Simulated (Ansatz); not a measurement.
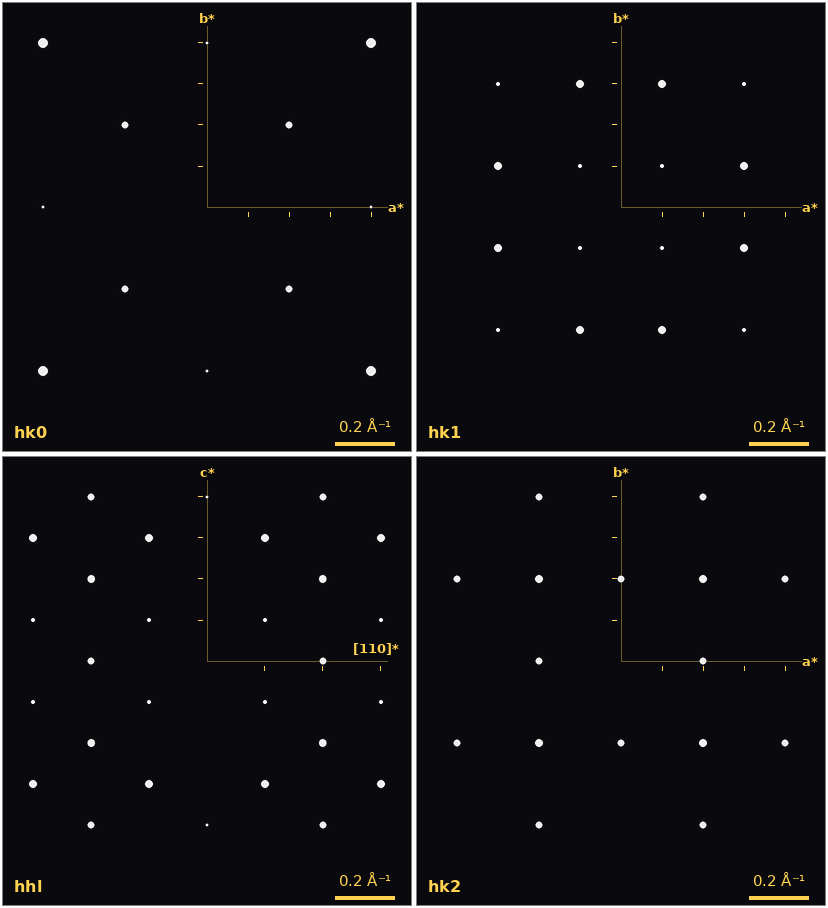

Four undistorted layers of reciprocal space, calculated for a single crystal (neutrons, kinematic |F|², B = 0.5 Å²). Tick marks count the reciprocal lattice steps of the conventional cell along each axis.

The compound is OsPd2. Structure: the geometry relaxed with DFT, PAW plane waves, pbe in Ansatz 0.2.0; the starting structure was generated, so it need not be a known form of this composition.

Question: What cell do the layers give?

Answer: a* = 0.140, b* = 0.140, c* = 0.140 Å⁻¹; the cell is cubic with a = 7.17 Å.

Question: Which reflection conditions do the layers show?

Answer: Reflections are present only under these conditions. hkl: h + k = 2n, h + l = 2n; hk0: h = 2n, h + k = 4n; hhl: h + l = 2n; h00: h = 4n. The lattice is face-centred (F). Further gaps, such as 4 4 2, come from atoms on special positions, not from the group's general conditions.

Question: Which space groups fit?

Answer: The intensities have Laue symmetry m-3m (the hk0 layer shows 4mm, hk1 shows 4mm). With these conditions only Fd-3m (No. 227) fits.
